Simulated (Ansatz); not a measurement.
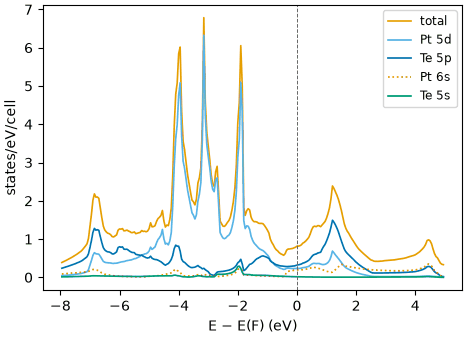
*Total and projected density of states of TePt (CsCl type, space group No. 221), DFT-r²SCAN in the program Ansatz with PAW potentials*

Q: Which orbitals carry the states next to the Fermi level?

A: Within 0.5 eV of the Fermi level: Te 5p 42 %, Pt 5d 30 %, Pt 6s 21 %, outside the projected shells 6 %. Projections are on Löwdin-orthogonalised atomic valence shells; empty p or d shells of many metals are not among them.

Q: Where is the tallest occupied peak in this window, and what makes it?

A: Near -3.1 eV, about 6.8 states/eV per cell; the largest projected share is Pt 5d.

Space group Pm-3m (CsCl type). The start of the workflow was typed in or built on a structure type; neither database checked (COD, Materials Project) lists it. COD files the formula under space group No. 166, 194. Whether it is the stable phase at ambient conditions was not checked. The r²SCAN relaxation kept the symmetry of its start; whether a distortion lowers the energy is not shown. The run is not spin-polarised. Its formation energy is positive at this level, so the cell may be metastable or incomplete. Scalar-relativistic: spin–orbit coupling is off unless named, which matters more the heavier the elements.

Potentials: the later of the program's two PAW sets.
